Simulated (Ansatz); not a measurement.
| atom | x (Å) | y (Å) | z (Å) |
| --- | --- | --- | --- |
| Cl | -1.1994 | -2.1427 | 0.9666 |
| Si | 0.2653 | -1.0762 | 0.0225 |
| Cl | 2.0190 | -1.3758 | 1.0268 |
| Cl | 0.4783 | -1.8220 | -1.8675 |
| Ge | -0.2825 | 1.2302 | -0.0411 |
| H | -0.4303 | 1.7417 | 1.3973 |
| H | 0.8443 | 1.9846 | -0.7578 |
| H | -1.6026 | 1.4030 | -0.8024 |

Geometry: PBE0-D4/def2-TZVP.

Computed with Ansatz, RKS PBE0-D4/def2-TZVPP.

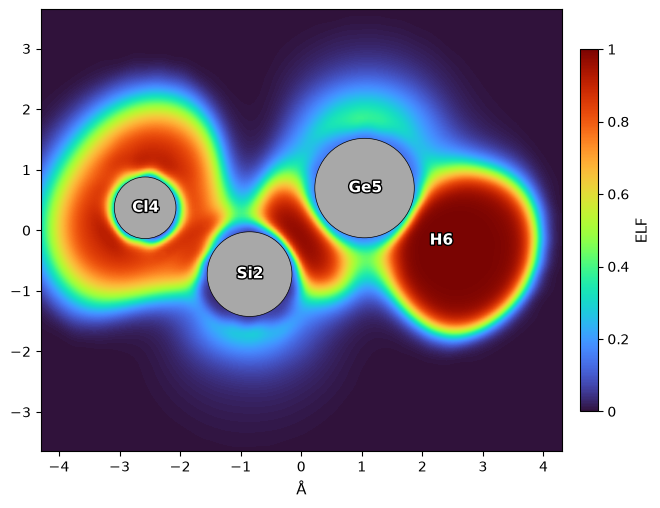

Cl₃GeH₃Si (SMILES Cl[Si](Cl)(Cl)[GeH3]). Electron localisation function on the plane of atoms Si2, Ge5 and H6. Grey discs cover the atomic cores.

What do the fields say about this system?

Answer. The plane passes through Si, Cl, Ge and H nuclei.
Si–Cl (2.04 Å): the ELF peaks at about 0.85 between the atoms: a shared but strongly polarised pair.
Si–Ge (2.37 Å): the ELF peaks at about 0.95 between the atoms, as expected for a covalent bond.
Ge–H (1.53 Å): the ELF climbs to about 1 towards the hydrogen.
The ELF also peaks beside Cl4, away from the bonds: lone-pair regions.
